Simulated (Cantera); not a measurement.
Input: 1 mol Cu, 13 mol NH3, 5.2 mol N2, 1.3 mol CO, at 14.3 Torr.

These are equilibrium values from Cantera (NASA tables, ideal gas, pure condensed phases), not measurements of a reactor. Candidate condensed phases: C, C6H6, C7H8, C8H18, Cu, CuO, Cu(OH)2, Cu2O, H2O; 139 gas species. Equilibrium is a limit: real reactors are often held back by kinetics, nucleation or transport.

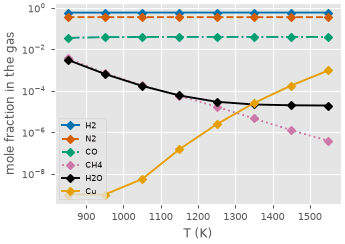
Equilibrium gas composition (values under 1e-9 drawn at 1e-9)

From 850 K to 1350 K the condensed part is Cu(s). From 1450 K to 1550 K the condensed part is Cu(l).
